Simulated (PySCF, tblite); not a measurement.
**C5H15NOSi2: geometry, infrared bands and NMR shifts**

Aim: predict the infrared bands and NMR shifts of C5H15NOSi2 (`C=N[SiH2][Si@H](OC)C(C)C`).

Computed with tblite 0.8.0 and PySCF 2.14.0, with density-fitted response routines of our own, on a single molecule in the gas phase. Atoms are numbered from 0 throughout.

## (1) The molecule as given

24 atoms, charge 0, multiplicity 1; geometry from: force field or distance geometry start.

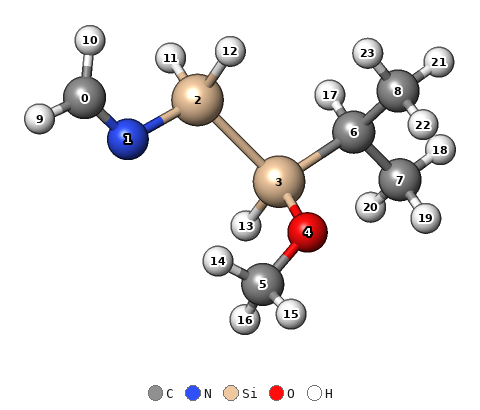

As it starts; carbon grey, nitrogen blue, silicon light orange, oxygen red, hydrogen white, atoms numbered; sticks join atoms by distance.

## (2) Relaxing the molecule with GFN2-xTB

Job settings and geometry (Å):

```
{"job": {"kind": "relax", "xc": "GFN2-xTB", "basis": "xTB"}, "charge": 0, "multiplicity": 1}
C      3.107800     2.146000     2.050900
N      2.609000     1.452800     1.077000
Si     1.160200     0.560400     1.451400
Si     0.218600    -0.431600    -0.465800
O     -0.091500     0.669800    -1.662100
C      1.002100     1.214300    -2.392800
C     -1.382200    -1.355100     0.068600
C     -1.877700    -2.317400    -1.009200
C     -2.516300    -0.416800     0.481700
H      4.017800     2.727200     1.885600
H      2.661600     2.224700     3.064400
H      1.485900    -0.462100     2.471600
H      0.191100     1.524800     2.070300
H      1.171700    -1.455700    -0.994400
H      1.640600     1.836900    -1.741800
H      0.604400     1.863600    -3.164500
H      1.600000     0.431300    -2.868100
H     -1.114900    -1.967500     0.948200
H     -2.759300    -2.876800    -0.655400
H     -2.166500    -1.785500    -1.919800
H     -1.116900    -3.047100    -1.278500
H     -3.397000    -0.981600     0.813200
H     -2.827900     0.232200    -0.341400
H     -2.232300     0.233200     1.307200
```

Launch:

```console
> OMP_NUM_THREADS=1 python probes_run.py task.json out
```

One launch serves the whole session: the jobs run in the order shown.

The log of the run:

```text
step      E/eV     max force
  0    -783.65378    3.158
  1    -783.73894    2.828
  2    -783.80388    0.513
  3    -783.82680    0.419
  4    -783.84294    0.357
  5    -783.85054    0.271
  6    -783.85798    0.196
  7    -783.86588    0.316
  8    -783.87646    0.378
  9    -783.88561    0.274
 10    -783.89251    0.177
 11    -783.89806    0.211
 12    -783.90492    0.329
 13    -783.91385    0.337
 14    -783.92211    0.217
 15    -783.92736    0.159
 16    -783.93097    0.154
 17    -783.93472    0.157
 18    -783.93926    0.176
 19    -783.94451    0.185
 20    -783.95038    0.183
 21    -783.95640    0.257
 22    -783.96151    0.220
 23    -783.96501    0.114
 24    -783.96732    0.115
 25    -783.96936    0.156
 26    -783.97164    0.148
 27    -783.97403    0.100
 28    -783.97626    0.101
 29    -783.97847    0.123
 30    -783.98098    0.160
 31    -783.98409    0.143
 32    -783.98767    0.145
 33    -783.99087    0.120
 34    -783.99309    0.099
 35    -783.99528    0.115
 36    -783.99791    0.113
 37    -784.00113    0.120
 38    -784.00330    0.103
 39    -784.00534    0.110
 40    -784.00735    0.116
 41    -784.01026    0.140
 42    -784.01407    0.139
 43    -784.01856    0.119
 44    -784.02310    0.139
 45    -784.02782    0.193
 46    -784.03335    0.164
 47    -784.03205    0.792
 48    -784.04193    0.188
 49    -784.04516    0.127
 50    -784.05042    0.163
 51    -784.05407    0.197
 52    -784.06202    0.231
 53    -784.06817    0.168
 54    -784.07237    0.162
 55    -784.07416    0.253
 56    -784.07751    0.139
 57    -784.08053    0.181
 58    -784.08535    0.108
 59    -784.08738    0.089
 60    -784.09010    0.081
 61    -784.09152    0.081
 62    -784.09299    0.079
 63    -784.09439    0.086
 64    -784.09575    0.094
 65    -784.09708    0.087
 66    -784.09887    0.087
 67    -784.10074    0.113
 68    -784.10320    0.115
 69    -784.10529    0.085
 70    -784.10661    0.076
 71    -784.10751    0.068
 72    -784.10839    0.078
 73    -784.10957    0.081
 74    -784.11063    0.062
 75    -784.11164    0.070
 76    -784.11270    0.081
 77    -784.11372    0.070
 78    -784.11444    0.061
 79    -784.11502    0.064
 80    -784.11563    0.064
 81    -784.11639    0.061
 82    -784.11731    0.068
 83    -784.11846    0.085
 84    -784.11987    0.101
 85    -784.12146    0.093
 86    -784.12277    0.073
 87    -784.12365    0.074
 88    -784.12427    0.057
 89    -784.12486    0.050
 90    -784.12531    0.042
 91    -784.12567    0.039
 92    -784.12601    0.043
 93    -784.12636    0.046
 94    -784.12664    0.040
 95    -784.12684    0.033
 96    -784.12702    0.032
 97    -784.12726    0.033
 98    -784.12756    0.038
 99    -784.12783    0.038
100    -784.12804    0.038
101    -784.12825    0.035
102    -784.12851    0.038
103    -784.12881    0.038
104    -784.12905    0.027
105    -784.12921    0.030
106    -784.12936    0.032
107    -784.12959    0.033
108    -784.12986    0.033
109    -784.13010    0.037
110    -784.13026    0.034
111    -784.13042    0.026
112    -784.13062    0.030
113    -784.13083    0.034
114    -784.13096    0.027
115    -784.13103    0.024
116    -784.13110    0.024
117    -784.13120    0.023
118    -784.13130    0.021
119    -784.13138    0.023
120    -784.13143    0.022
121    -784.13150    0.019
122    -784.13158    0.019
123    -784.13165    0.017
124    -784.13169    0.012
125    -784.13172    0.013
126    -784.13175    0.013
127    -784.13178    0.016
128    -784.13183    0.016
129    -784.13186    0.012
130    -784.13189    0.013
131    -784.13192    0.012
132    -784.13196    0.016
133    -784.13199    0.011
134    -784.13202    0.011
135    -784.13204    0.010
136    -784.13206    0.013
137    -784.13208    0.012
138    -784.13210    0.009
```

Run time: 5.6 s. Hardware: 1 thread of Intel Xeon at 2.50GHz, shared host; peak memory 0.18 GiB.

Relaxation path: (not every step is listed)

| step | energy from step 0 (eV) | largest force (eV/Å) |
| --- | --- | --- |
| 0 | 0.0000 | 3.1576 |
| 1 | -0.0852 | 2.8279 |
| 2 | -0.1501 | 0.5130 |
| 3 | -0.1730 | 0.4189 |
| 4 | -0.1892 | 0.3575 |
| 5 | -0.1968 | 0.2714 |
| 6 | -0.2042 | 0.1963 |
| 7 | -0.2121 | 0.3156 |
| 8 | -0.2227 | 0.3782 |
| 20 | -0.2966 | 0.1829 |
| 32 | -0.3339 | 0.1448 |
| 44 | -0.3693 | 0.1392 |
| 56 | -0.4237 | 0.1388 |
| 68 | -0.4494 | 0.1146 |
| 80 | -0.4619 | 0.0641 |
| 92 | -0.4722 | 0.0426 |
| 104 | -0.4753 | 0.0274 |
| 116 | -0.4773 | 0.0235 |
| 128 | -0.4781 | 0.0160 |
| 133 | -0.4782 | 0.0112 |
| 134 | -0.4782 | 0.0110 |
| 135 | -0.4783 | 0.0099 |
| 136 | -0.4783 | 0.0135 |
| 137 | -0.4783 | 0.0121 |
| 138 | -0.4783 | 0.0094 |

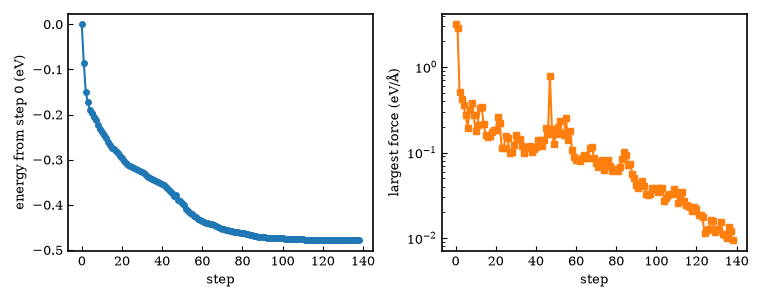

Energy and largest force along the relaxation.

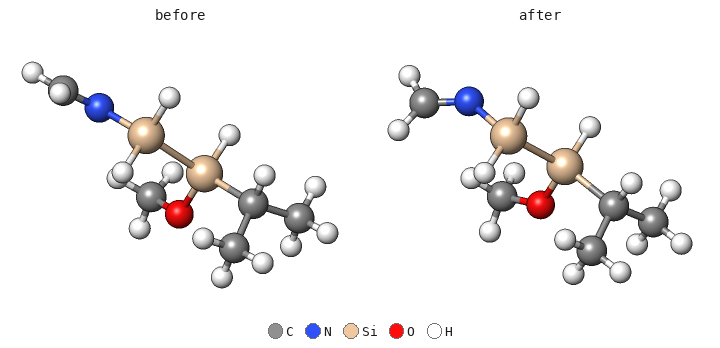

The geometry before (left) and after (right).

Distances of close pairs at the start and the end, largest changes first:

| bond | before (Å) | after (Å) | change (Å) |
| --- | --- | --- | --- |
| C0–N1 | 1.295 | 1.248 | -0.047 |
| Si2–Si3 | 2.355 | 2.310 | -0.045 |
| O4–C5 | 1.424 | 1.394 | -0.030 |
| Si3–O4 | 1.655 | 1.632 | -0.023 |
| N1–Si2 | 1.742 | 1.719 | -0.023 |
| Si2–H12 | 1.501 | 1.479 | -0.022 |
| Si3–H13 | 1.496 | 1.478 | -0.018 |
| Si2–H11 | 1.481 | 1.465 | -0.016 |

The next job starts from the end point, and lists it.

## (3) Infrared spectrum with GFN2-xTB

Job settings and geometry (Å):

```
{"job": {"kind": "ir", "xc": "GFN2-xTB", "basis": "xTB"}, "charge": 0, "multiplicity": 1}
C      3.075026     2.169319     1.357192
N      2.562567     1.033184     1.429438
Si     1.011092     0.396861     1.807290
Si     0.312663    -0.627536    -0.141665
O      0.058663     0.432324    -1.356375
C      0.969871     1.325897    -1.916856
C     -1.403856    -1.440072     0.043664
C     -1.795547    -2.216802    -1.208535
C     -2.486754    -0.422038     0.388621
H      4.110935     2.271347     1.040373
H      2.556799     3.104609     1.589744
H      1.359717    -0.537477     2.879815
H      0.068562     1.377203     2.388774
H      1.262376    -1.660988    -0.604615
H      1.509268     1.876634    -1.142209
H      0.417339     2.028607    -2.542292
H      1.699635     0.794115    -2.532003
H     -1.335694    -2.153895     0.871717
H     -2.764926    -2.698257    -1.079146
H     -1.858283    -1.545499    -2.061354
H     -1.059697    -2.986104    -1.430987
H     -3.453021    -0.912372     0.508617
H     -2.576052     0.312513    -0.408542
H     -2.252417     0.098188     1.315430
```

The log of the run:

```text
mode    cm-1     km/mol
  1     -18.8      0.44
  2      36.8      0.01
  3      57.1      0.19
  4      68.6      0.28
  5      89.4      0.86
  6     101.4      5.82
  7     108.8      1.25
  8     155.8     13.50
  9     174.2      6.18
 10     222.7      0.33
 11     225.1      3.51
 12     237.0      1.08
 13     252.8      2.05
 14     271.8     14.45
 15     352.1     13.57
 16     409.6     25.64
 17     439.6     26.17
 18     446.1      6.42
 19     483.7      9.24
 20     584.1     54.70
 21     627.8     44.97
 22     657.1    562.27
 23     697.0     95.40
 24     722.0     12.96
 25     760.5     69.45
 26     770.5     77.71
 27     813.1    218.97
 28     944.0      4.92
 29     949.7     18.01
 30     982.8     15.86
 31     993.9      0.83
 32    1043.3     15.67
 33    1129.1    107.83
 34    1134.4     18.11
 35    1138.3     14.40
 36    1139.3      4.28
 37    1152.0     60.23
 38    1182.7      3.89
 39    1290.1      3.06
 40    1322.8      0.69
 41    1407.5      2.45
 42    1418.4      0.46
 43    1421.5      0.21
 44    1454.7      4.12
 45    1481.4      2.86
 46    1491.2      2.02
 47    1500.5      0.58
 48    1506.7      2.19
 49    1512.0      1.58
 50    1514.3      2.58
 51    1736.4     28.42
 52    2097.4     65.48
 53    2116.5    636.48
 54    2240.2    263.29
 55    2864.0     90.44
 56    2921.2     69.54
 57    2949.3     33.02
 58    2961.5     44.43
 59    2962.9     39.41
 60    2987.0     28.65
 61    2994.2      1.47
 62    2998.6    132.81
 63    3020.7     46.83
 64    3028.6     21.06
 65    3033.3     35.14
 66    3038.3     39.95
```

Run time: 4.8 s. Hardware: 1 thread of Intel Xeon at 2.50GHz, shared host; peak memory 0.18 GiB.

Which atoms move in the most intense modes:

| cm⁻¹ | km/mol | atoms |
| --- | --- | --- |
| 657 | 562.3 | H13 45 %, H11 18 %, Si3 16 % |
| 697 | 95.4 | H13 56 % |
| 813 | 219.0 | H11 43 %, H12 42 %, Si2 10 % |
| 1129 | 107.8 | O4 38 %, C5 33 %, H14 18 % |
| 2116 | 636.5 | H13 75 %, H12 21 % |
| 2240 | 263.3 | H11 96 % |
| 2864 | 90.4 | H10 91 % |
| 2999 | 132.8 | H21 53 %, H18 37 % |

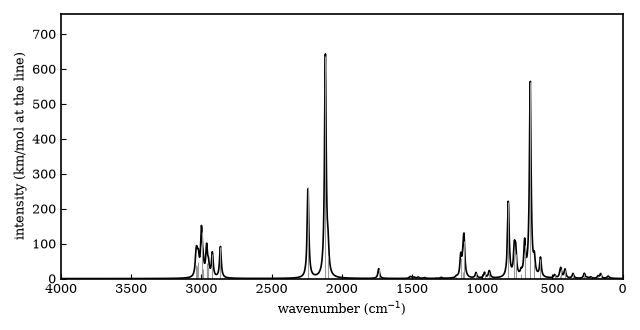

The infrared spectrum from these modes, unscaled. Lines are broadened to a width of 14 cm⁻¹ (Lorentzian).

## (4) NMR shieldings: PBE0/pcSseg-1

Settings changed since step 3:

```diff
@@ -1,2 +1,2 @@
-{"job": {"kind": "ir", "xc": "GFN2-xTB", "basis": "xTB"}, "charge": 0, "multiplicity": 1}
+{"job": {"kind": "nmr", "xc": "PBE0", "basis": "pcSseg-1"}, "charge": 0, "multiplicity": 1}
 C      3.075026     2.169319     1.357192
```

With the program's defaults for keys left out, this is: GIAO PBE0/pcSseg-1 NMR shielding, non-relativistic, gas phase.

The log of the run:

```text
coarse grid: 20128 points
cycle   1  E = -907.6414011167  dE =  8.397e-01  |g| = 8.064e-01  |ddm| = 4.246e+00
cycle   2  E = -907.4195662429  dE =  2.218e-01  |g| = 1.320e+00  |ddm| = 2.093e+00
cycle   3  E = -907.7742229057  dE = -3.547e-01  |g| = 1.222e-01  |ddm| = 1.503e+00
cycle   4  E = -907.7767385930  dE = -2.516e-03  |g| = 5.818e-02  |ddm| = 1.331e-01
cycle   5  E = -907.7775022154  dE = -7.636e-04  |g| = 1.840e-02  |ddm| = 5.886e-02
cycle   6  E = -907.7775697860  dE = -6.757e-05  |g| = 6.811e-03  |ddm| = 2.063e-02
cycle   7  E = -907.7775789039  dE = -9.118e-06  |g| = 1.042e-03  |ddm| = 5.616e-03
final grid: 182672 points
cycle   8  E = -907.8389221047  dE = -4.244e-05  |g| = 1.227e-02  |ddm| = 2.998e-02
cycle   9  E = -907.8388962321  dE =  2.587e-05  |g| = 1.680e-02  |ddm| = 2.271e-02
cycle  10  E = -907.8389544456  dE = -5.821e-05  |g| = 1.939e-03  |ddm| = 1.368e-02
cycle  11  E = -907.8389552239  dE = -7.783e-07  |g| = 3.702e-04  |ddm| = 1.846e-03
cycle  12  E = -907.8389552478  dE = -2.390e-08  |g| = 1.859e-04  |ddm| = 4.362e-04
cycle  13  E = -907.8389552551  dE = -7.341e-09  |g| = 4.976e-05  |ddm| = 1.958e-04
cycle  14  E = -907.8389552556  dE = -4.693e-10  |g| = 1.239e-05  |ddm| = 4.911e-05
converged SCF energy = -907.8389552556

GIAO shielding tensors (ppm)
atom      isotropic    diamagn.    paramagn.     s11        s22        s33       span
  0 C       13.947     252.152    -238.205    -82.772     -1.227    125.840    208.613
  1 N     -159.222     334.205    -493.427   -601.212   -186.486    310.032    911.244
  2 Si     408.805     883.480    -474.675    358.272    390.406    477.736    119.464
  3 Si     351.812     883.813    -532.000    314.450    344.391    396.597     82.147
  4 O      340.629     402.039     -61.410    282.888    359.200    379.799     96.911
  5 C      132.457     244.357    -111.900    106.328    106.898    184.144     77.816
  6 C      166.319     254.117     -87.797    160.075    166.131    172.752     12.677
  7 C      165.994     246.577     -80.583    145.814    163.848    188.322     42.508
  8 C      166.887     249.494     -82.607    149.995    163.757    186.907     36.912
  9 H       22.949      27.314      -4.365     21.800     22.406     24.641      2.841
 10 H       22.750      30.069      -7.319     20.658     22.351     25.242      4.585
 11 H       26.513      30.477      -3.964     23.750     25.453     30.337      6.587
 12 H       26.372      31.825      -5.453     23.106     25.958     30.052      6.946
 13 H       26.287      32.534      -6.247     24.016     24.268     30.579      6.563
 14 H       28.064      32.807      -4.743     21.864     27.954     34.374     12.510
 15 H       27.895      29.557      -1.662     23.463     25.651     34.572     11.109
 16 H       28.053      29.762      -1.709     24.265     25.275     34.620     10.355
 17 H       31.088      34.060      -2.972     26.998     29.356     36.911      9.913
 18 H       30.624      29.210       1.415     26.102     28.258     37.513     11.410
 19 H       30.427      30.915      -0.489     26.092     30.016     35.173      9.081
 20 H       30.488      30.064       0.424     25.634     28.188     37.642     12.008
 21 H       30.657      30.755      -0.098     26.210     28.297     37.464     11.254
 22 H       30.459      32.840      -2.381     26.429     29.875     35.072      8.643
 23 H       30.674      32.878      -2.204     25.362     29.349     37.313     11.951
```

Run time: 2.9 min. Hardware: 1 thread of Intel Xeon at 2.50GHz, shared host; peak memory 1.1 GiB.

The references, computed at this level on geometries of the same kind, shield at (ppm): 1H TMS 31.72, 13C TMS 186.9, 29Si TMS 349.2, 15N NH3 267.7, 17O H2O 336.1. Their shielding less the atom's gives the shift. The references are single molecules in the gas phase, so shifts against H2O, NH3, PH3, H3PO4 or CFCl3 are not on the usual liquid scales and can be off by tens of ppm. Atoms listed in one row are averaged.

| atoms | environment | σ (ppm) | δ (ppm) | δ scaled to CDCl3 |
| --- | --- | --- | --- | --- |
| C0 | C=N carbon | 13.9 | 173.0 | 166.9 |
| C5 | methyl carbon bonded to O | 132.5 | 54.5 | 51.2 |
| C7 | methyl carbon | 166.0 | 20.9 | 18.5 |
| C6 | sp3 CH bonded to Si | 166.3 | 20.6 | 18.2 |
| C8 | methyl carbon | 166.9 | 20.0 | 17.6 |
| H10 | hydrogen on a C=N carbon | 22.75 | 8.97 | 8.56 |
| H9 | hydrogen on a C=N carbon | 22.95 | 8.77 | 8.37 |
| H13 | hydrogen on a silicon bonded to C, O, Si | 26.29 | 5.43 | – |
| H12 | hydrogen on a silicon bonded to N, Si | 26.37 | 5.34 | – |
| H11 | hydrogen on a silicon bonded to N, Si | 26.51 | 5.20 | – |
| H14, H15, H16 | hydrogen on a methyl carbon bonded to O | 28.00 | 3.71 | 3.61 |
| H18, H19, H20 | hydrogen on a methyl carbon | 30.51 | 1.20 | 1.24 |
| H21, H22, H23 | hydrogen on a methyl carbon | 30.60 | 1.12 | 1.16 |
| H17 | hydrogen on an sp3 CH bonded to Si | 31.09 | 0.63 | 0.70 |
| N1 | imine nitrogen | -159.2 | 427.0 | – |
| Si3 | silicon bonded to C, O, Si, H | 351.8 | -2.7 | – |
| Si2 | silicon bonded to N, Si, 2 H | 408.8 | -59.6 | – |
| O4 | oxygen bonded to C, Si | 340.6 | -4.6 | – |

The scaled column applies a straight-line fit of computed shieldings to shifts measured in CDCl3 (root-mean-square error 0.16 ppm for H, 1.9 ppm for C).

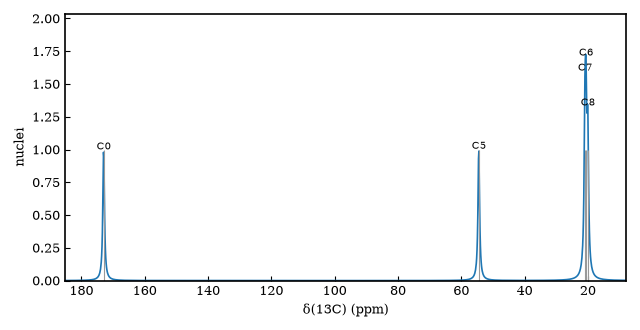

13C lines at the computed shifts, without couplings. Lines are broadened to a width of 0.61 ppm (Lorentzian).

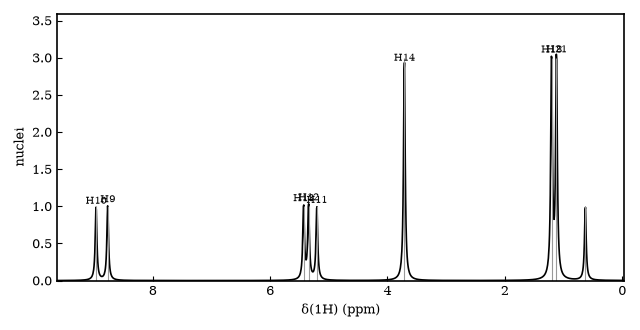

1H lines at the computed shifts, without couplings. Lines are broadened to a width of 0.03 ppm (Lorentzian).

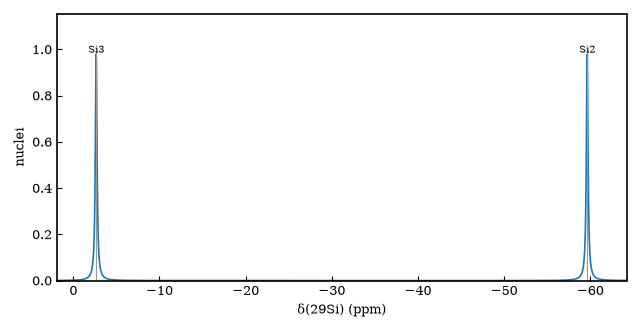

29Si lines at the computed shifts, without couplings. Lines are broadened to a width of 0.23 ppm (Lorentzian).

Charges from the same density, by scheme (e):

| atoms | Mulliken | IAO | Hirshfeld | ESP fit |
| --- | --- | --- | --- | --- |
| C0 | 0.05 | -0.09 | 0.02 | 0.25 |
| N1 | -0.57 | -0.51 | -0.23 | -0.55 |
| Si2 | 0.45 | 0.55 | 0.26 | 0.54 |
| Si3 | 0.72 | 0.86 | 0.33 | 0.02 |
| O4 | -0.65 | -0.64 | -0.22 | -0.16 |
| C5 | -0.01 | -0.19 | -0.04 | -0.28 |
| C6 | -0.62 | -0.36 | -0.11 | 0.26 |
| C7 | -0.23 | -0.41 | -0.12 | -0.37 |
| C8 | -0.23 | -0.41 | -0.12 | -0.37 |

ESP fit charges:

C0 0.25; N1 -0.55; Si2 0.54; Si3 0.02; O4 -0.16; C5 -0.28; C6 0.26; C7 -0.37; C8 -0.37; H9 0.03; H10 0.02; H11 -0.11; H12 -0.13; H13 -0.04; H14 0.13; H15 0.11; H16 0.14; H17 -0.01; H18 0.09; H19 0.09; H20 0.09; H21 0.10; H22 0.09; H23 0.06

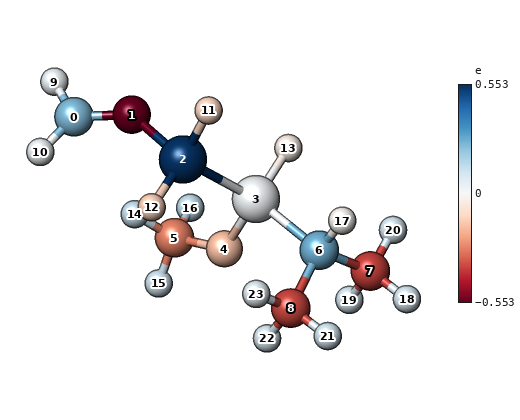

ESP fit charges, as colours on the atoms.

Mayer bond orders: C0–N1 1.95, N1–Si2 0.95, Si2–Si3 0.89, Si3–O4 0.93, O4–C5 0.91, Si3–C6 0.87, C6–C7 1.03, C6–C8 1.03.

## (5) Results

```
                                                              quantity                                                     value
                             strongest single infrared mode (GFN2-xTB)                                     2116 cm⁻¹, 636 km/mol
                                          zero-point energy (GFN2-xTB)                                            118.4 kcal/mol
                                13C shifts against TMS (PBE0/pcSseg-1)                         173.0, 54.5, 20.9, 20.6, 20.0 ppm
1H shifts against TMS (PBE0/pcSseg-1, means over atoms taken as alike)  8.97, 8.77, 5.43, 5.34, 5.20, 3.71, 1.20, 1.12, 0.63 ppm
                                15N shifts against NH3 (PBE0/pcSseg-1)                                                 427.0 ppm
                               29Si shifts against TMS (PBE0/pcSseg-1)                                           -2.7, -59.6 ppm
                                17O shifts against H2O (PBE0/pcSseg-1)                                                  -4.6 ppm
```

Relaxing lowered the energy by 0.478 eV in 138 steps; the close pair that moved most is C0–N1, from 1.295 to 1.248 Å. The lowest mode is slightly imaginary (19i cm⁻¹), a soft motion within the noise of the Hessian, so the minimum is not strictly shown. The strongest single mode, at 2116 cm⁻¹, moves mainly H13. Unscaled tight-binding wavenumbers are off by several per cent, some by more. Its intensities can rank the bands wrongly. At PBE0/pcSseg-1: Shielding is most anisotropic at N1 (span 911 ppm, paramagnetic term -493 ppm).
